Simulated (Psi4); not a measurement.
# C2H2Cl2F2 (1,1-dichloro-2,2-difluoroethane): SVWN5/def2-SVP

What is the vertical singlet–triplet gap of C2H2Cl2F2 (1,1-dichloro-2,2-difluoroethane) at SVWN5/def2-SVP? 

Program for the calculation: Psi4 1.11.

4 further runs of the same task are left out: 4 that didn't finish.

## 1. Starting point

C2H2Cl2F2 has 8 atoms, charge 0, and is taken as a singlet. As SMILES, `FC(F)C(Cl)Cl`. Geometry: relaxed at PBE0-D4/def2-TZVP. This is one conformer, not always the lowest.

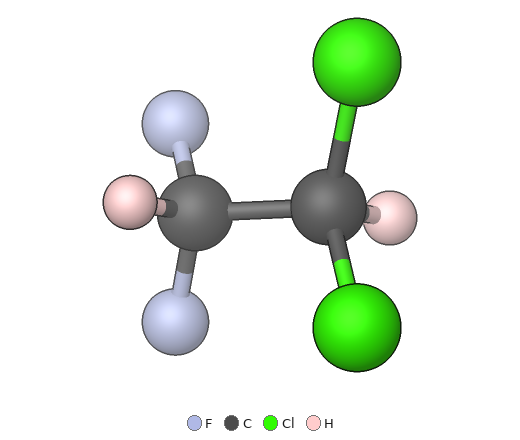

Viewed from a chosen angle; fluorine light blue, carbon dark grey, chlorine green, hydrogen pink.

## 2. The energy at SVWN5/def2-SVP

Contents of calc.inp:

```
memory 2200 mb

molecule {
  0 1
  F      0.408370    -1.137320     1.314790
  C      0.672870    -0.311460     0.282290
  F      1.286580    -1.040250    -0.671770
  C     -0.639670     0.230610    -0.271540
  Cl    -0.309580     1.248420    -1.669870
  Cl    -1.486960     1.117430     0.991650
  H      1.340900     0.487530     0.616660
  H     -1.272520    -0.594960    -0.592210
  symmetry c1
}

set basis def2-SVP
set puream true
set e_convergence 1e-09
set d_convergence 1e-08
set scf_type pk
set dft_radial_points 99
set dft_spherical_points 590

energy('scf', dft_functional={"name": "SVWN5", "x_functionals": {"LDA_X": {}}, "c_functionals": {"LDA_C_VWN": {}}})
```

The run is started by

```bash
$ psi4 -n 1 calc.inp calc.out
```

calc.out:

```text
[...]
  Running in c1 symmetry.
[...]
  Nuclear repulsion =  380.494885379981667
[...]
  Multiplicity = 1
[...]
  Nalpha       = 33
  Nbeta        = 33
[...]
    Number of basis functions: 102
[...]
   @RKS iter   1: -1191.92149278224178    1.67520e-01   5.32889e-03 DIIS/ADIIS
[...]
   @RKS iter  12: -1192.06594529403492   -9.09495e-13   2.02639e-09 DIIS
[...]
    Orbital Energies [Eh]
    ---------------------
    Doubly Occupied:
       1A   -100.291460     2A   -100.291406     3A    -24.118003
       4A    -24.117870     5A     -9.958127     6A     -9.910514
       7A     -9.155704     8A     -9.155647     9A     -7.023375
      10A     -7.023352    11A     -7.010625    12A     -7.010603
      13A     -7.010246    14A     -7.010237    15A     -1.151649
      16A     -1.086009    17A     -0.850666    18A     -0.766868
      19A     -0.669201    20A     -0.585179    21A     -0.524972
      22A     -0.514246    23A     -0.490311    24A     -0.436742
      25A     -0.428114    26A     -0.379953    27A     -0.375981
      28A     -0.358802    29A     -0.327894    30A     -0.300050
      31A     -0.295873    32A     -0.275852    33A     -0.273882
[...]
  @RKS Final Energy: -1192.06594529403492
   => Energetics <=
    Nuclear Repulsion Energy =            380.4948853799816675
    One-Electron Energy =               -2409.6638918902817750
    Two-Electron Energy =                 921.1223275574892568
    DFT Exchange-Correlation Energy =     -84.0192663412238971
    Empirical Dispersion Energy =           0.0000000000000000
    VV10 Nonlocal Energy =                  0.0000000000000000
    Total Energy =                      -1192.0659452940349183
[...]
 Multipole Moments:
 ------------------------------------------------------------------------------------
     Multipole            Electronic (a.u.)      Nuclear  (a.u.)        Total (a.u.)
 ------------------------------------------------------------------------------------
 L = 1.  Multiply by 2.5417464519 to convert [e a0] to [Debye]
 Dipole X            :          0.2324261           -0.3050282           -0.0726021
 Dipole Y            :         -0.2446320            0.3418579            0.0972258
 Dipole Z            :          0.0914610           -0.1188945           -0.0274336
 Magnitude           :                                                    0.1244047
[...]
```

It took 14 s on 1 thread of AMD EPYC 7R43 (Zen 3), shared host; peak memory 0.68 GiB.

## 3. The triplet: energy and forces at USVWN5/def2-SVP

Contents of calc.dat:

```
memory 2200 MB

molecule geom {
  0 3
  F
  C 1 1.348355
  F 2 1.348334 1 107.46106
  C 2 1.524247 3 109.09087 1 -118.14883
  Cl 4 1.760745 2 109.43277 3 -60.14409
  Cl 4 1.760681 2 109.44081 3 177.22102
  H 2 1.093825 3 109.45946 1 118.784
  H 4 1.088528 2 109.75199 7 179.9716
  units angstrom
  symmetry c1
  no_reorient
  no_com
}

set {
  basis                   def2-SVP
  reference               uks
  puream                  true
  e_convergence           1e-09
  d_convergence           1e-06
  scf_type                pk
  dft_radial_points       99
  dft_spherical_points    590
  maxiter                 100
  soscf                   true
  soscf_start_convergence 0.001
}

gradient('scf', dft_functional={"name": "SVWN5", "x_functionals": {"LDA_X": {}}, "c_functionals": {"LDA_C_VWN": {}}})
```

The run is started by

```bash
$ psi4 calc.dat calc.out -n 1
```

calc.out, shortened:

```text
[...]
  Running in c1 symmetry.
[...]
  Nuclear repulsion =  380.494922075887530
[...]
  Multiplicity = 3
[...]
  Nalpha       = 34
  Nbeta        = 32
[...]
    Number of basis functions: 102
[...]
   @UKS iter   1: -1191.54070719983520    5.48307e-01   7.01090e-03 DIIS/ADIIS
[...]
   @UKS iter  35: -1191.82488442334125   -4.50655e-10   8.00422e-08 SOKS, nmicro=conv
[...]
   @S^2 Observed:                2.001139274E+00
[...]
  @UKS Final Energy: -1191.82488442334125
   => Energetics <=
    Nuclear Repulsion Energy =            380.4949220758875299
    One-Electron Energy =               -2409.4782686162079699
    Two-Electron Energy =                 921.1876573100785208
    DFT Exchange-Correlation Energy =     -84.0291951930995538
    Empirical Dispersion Energy =           0.0000000000000000
    VV10 Nonlocal Energy =                  0.0000000000000000
    Total Energy =                      -1191.8248844233412456
[...]
 Multipole Moments:
 ------------------------------------------------------------------------------------
     Multipole            Electronic (a.u.)      Nuclear  (a.u.)        Total (a.u.)
 ------------------------------------------------------------------------------------
 L = 1.  Multiply by 2.5417464519 to convert [e a0] to [Debye]
 Dipole X            :          0.0394885            0.2437290            0.2832175
 Dipole Y            :          0.1899243            0.3267352            0.5166595
 Dipole Z            :          0.2681745            0.2405938            0.5087683
 Magnitude           :                                                    0.7784564
[...]
  -Total Gradient:
     Atom            X                  Y                   Z
    ------   -----------------  -----------------  -----------------
       1        0.004920505854    -0.005018972779     0.013328183812
       2       -0.036612855317     0.010109921876     0.004182738967
       3        0.004104019129     0.007247584640    -0.008196756950
       4        0.020891014719     0.069152531252     0.049148609427
       5        0.001564444864     0.005778114429    -0.087434005506
       6        0.000827982122    -0.084314682525     0.031981625295
       7        0.022837523957    -0.013035311698    -0.009710879091
       8       -0.018550165911     0.010062316197     0.006687152298
[...]
```

It took 8.6 min on 1 thread of AMD EPYC 7R43 (Zen 3), shared host; peak memory 0.69 GiB.

## 4. Summary of results

Level: SVWN5/def2-SVP.

```
                                        quantity           value
                           singlet: total energy  -1192.06595 Eh
                          singlet: dipole moment          0.32 D
                            singlet: HOMO energy        -7.45 eV
                            singlet: LUMO energy        -0.93 eV
                          singlet: HOMO–LUMO gap         6.52 eV
                           triplet: total energy  -1191.82488 Eh
                          triplet: dipole moment          1.98 D
     triplet: HOMO energy (highest over α and β)        -0.75 eV
                                   triplet: ⟨S²⟩           2.001
               triplet: largest force on an atom      4.637 eV/Å
vertical energy of the triplet above the singlet        6.560 eV
```

What this shows: At this shape the triplet lies 6.56 eV (633 kJ/mol) above the singlet.
